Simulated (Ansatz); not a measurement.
```xyz
10

C    -1.2169   -0.3591    0.0293
C     0.2949   -0.4560   -0.1377
B     1.0798    0.8635    0.1125
F     0.4809    1.9854    0.4537
Br    2.9985    0.9413   -0.0604
H    -1.6477    0.3695   -0.6605
H    -1.4865   -0.0455    1.0399
H    -1.6981   -1.3207   -0.1598
H     0.5602   -0.8104   -1.1419
H     0.7180   -1.2192    0.5279
```

Geometry: PBE0-D4/def2-TZVP.

Method: RKS PBE0-D4/def2-TZVPP (Ansatz 0.2.0).

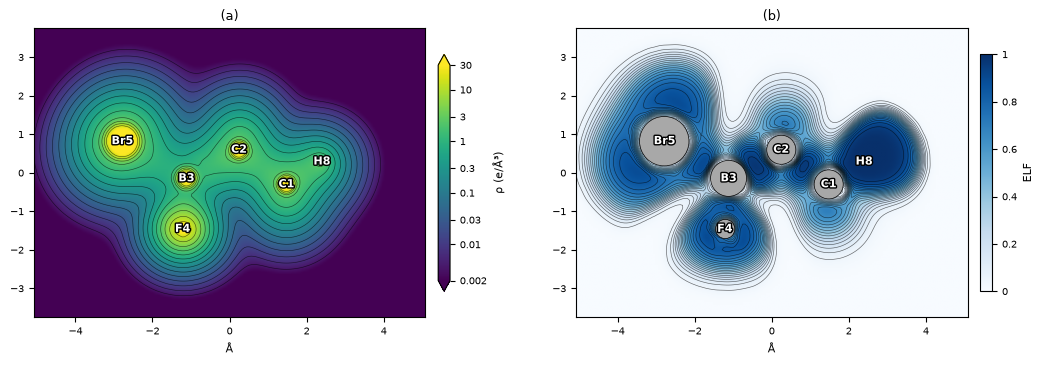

C2H5BBrF. (a) electron density; (b) ELF on the plane of atoms C2, B3 and Br5. Grey discs cover the atomic cores in the ELF map.

What do the fields say about this system?

The section cuts through C, B, F, Br and H sites. B–F (1.32 Å): ρ is about 2.3 e/Å³ halfway; the ELF peaks at about 0.85 between the atoms, as expected for a polar covalent bond. C–C (1.52 Å): the density is about 1.6 e/Å³ at the midpoint; the ELF peaks at about 0.95 between the atoms (a covalent bond). C–B (1.56 Å): the density is about 1.5 e/Å³ at the midpoint; the ELF peaks at about 1 between the atoms (a covalent bond). B–Br (1.93 Å): ρ is about 1.1 e/Å³ halfway, with its minimum of 0.89 e/Å³ about 0.6 Å from B; the ELF peaks at about 0.90 between the atoms; a polar covalent bond. C–H (1.09 Å): the density is about 2 e/Å³ at the midpoint; the ELF climbs to about 1 towards the hydrogen, as it does in any bond to H (a covalent bond by its length). The ELF also peaks beside F4 and Br5, away from the bonds: lone-pair regions.
